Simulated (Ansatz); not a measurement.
BClF₂···SiH₄

```yaml
atoms:
  - { symbol: B, position_ang: [-1.6805, 0.0227, -1.2324] }
  - { symbol: Cl, position_ang: [-0.3897, 0.0595, -2.4021] }
  - { symbol: F, position_ang: [-2.0358, -1.1079, -0.6736] }
  - { symbol: F, position_ang: [-2.3237, 1.1203, -0.9199] }
  - { symbol: Si, position_ang: [1.2927, -0.0223, 1.0448] }
  - { symbol: H, position_ang: [-0.0635, 0.5809, 0.9452] }
  - { symbol: H, position_ang: [2.2451, 0.7930, 0.2520] }
  - { symbol: H, position_ang: [1.7053, -0.0387, 2.4703] }
  - { symbol: H, position_ang: [1.2502, -1.4075, 0.5157] }
```

The reactant side of a reaction path; geometry: PBE0-D4/def2-TZVP.

Method: RKS PBE0-D4/def2-TZVPP (Ansatz).

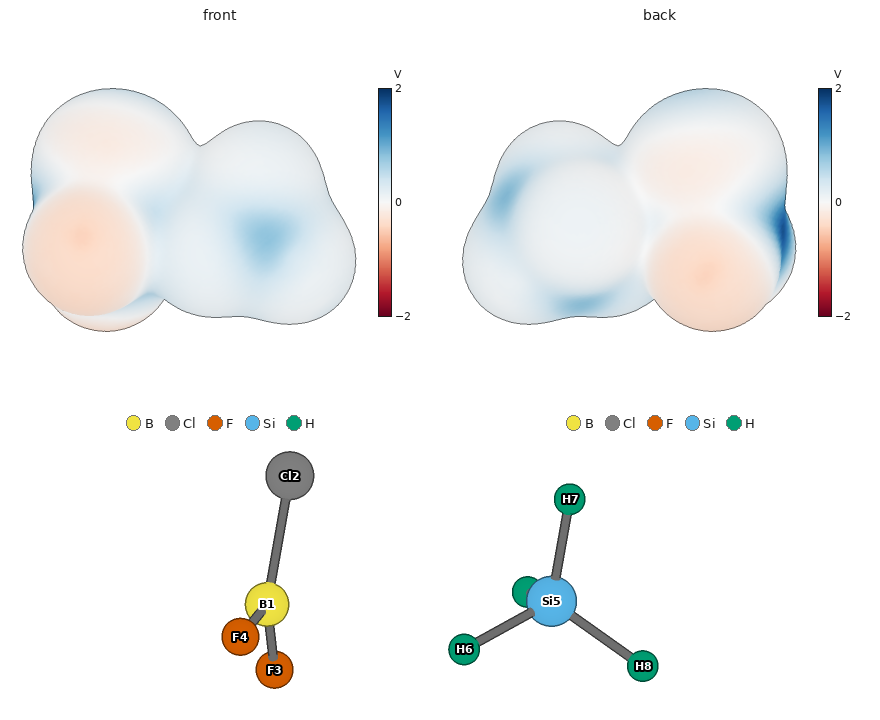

Figure 1. The electrostatic potential painted on the density surface at 0.001 e/bohr³, seen from the front and from behind; red is negative and blue positive. The bare structure is drawn below in the same view.

> Where is the surface potential most negative and most positive?

The most negative region (about −0.4 V) lies over F3 and F4, the most positive (about +1.6 V) over B1. Cl2 shows a σ-hole: about +0.5 V at the tip opposite its bond, against about 0.0 V on its flanks.

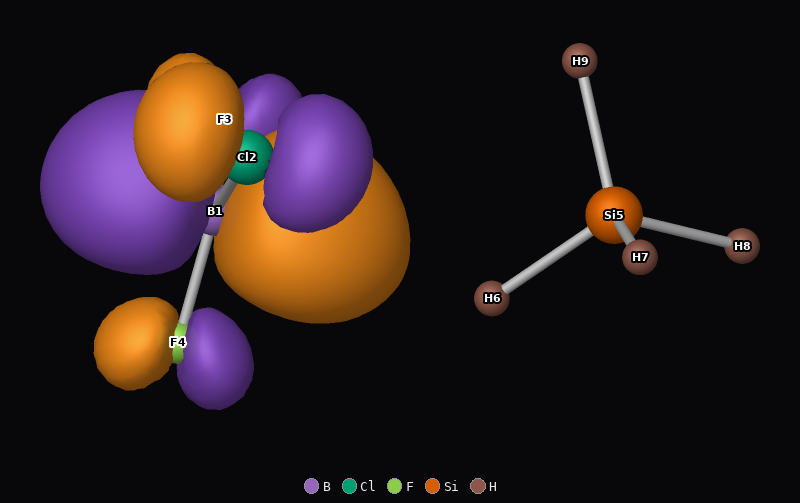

Figure 2. The LUMO at ±0.15 Å⁻³ᐟ² (orange and purple are the two phases), seen from one side.

> Where does this orbital lie, and at what energy?

Its weight (Hirshfeld) is mainly on B1 (about 45 %), Cl2 (about 20 %), F4 (about 10 %), F3 (about 10 %) and Si5 (about 5 %). Its energy is −0.22 eV.

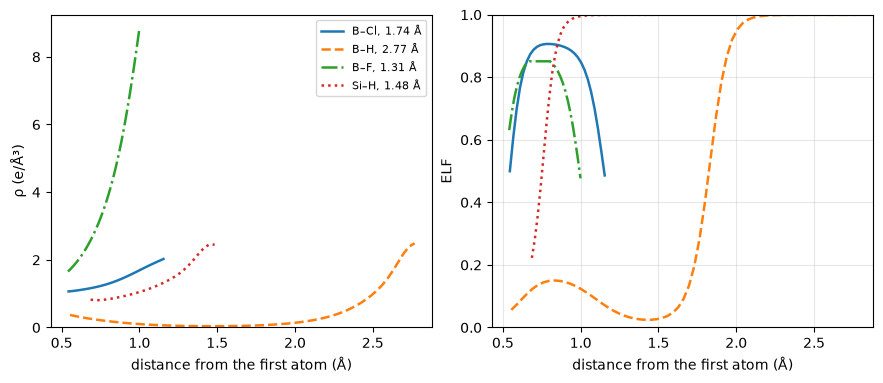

Figure 3. Total electron density and ELF along straight lines between neighbouring atoms. The curves leave out the atomic cores.

> What can be read from the curves?

B–Cl (1.74 Å): the density is about 1.4 e/Å³ at the midpoint; the ELF peaks at about 0.90 between the atoms, as expected for a shared but strongly polarised pair.
B1···H6 (2.77 Å): the density falls to about 0.04 e/Å³ on the way; the ELF dips to about 0 between them; a weak contact between the two molecules.
B–F (1.31 Å): ρ is about 2.3 e/Å³ halfway; the ELF peaks at about 0.85 between the atoms (a polar covalent bond).
Si–H (1.48 Å): ρ is about 0.81 e/Å³ halfway; the ELF climbs to about 1 towards the hydrogen, as it does in any bond to H.

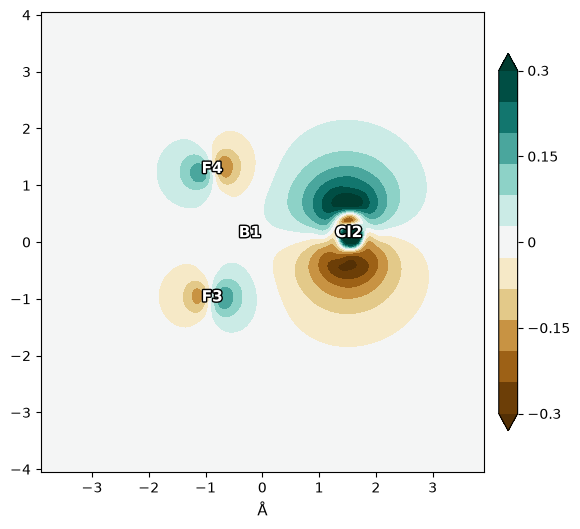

Figure 4. The HOMO−1 on the plane of atoms Cl2, B1 and F4 (values in Å⁻³ᐟ²; the overall sign is arbitrary).

> Describe this orbital and give its energy.

Its weight (Hirshfeld) is mainly on Cl2 (about 35 %), Si5 (about 25 %), H8 (about 20 %), H6 (about 5 %) and H7 (about 5 %). Its energy is −9.90 eV.
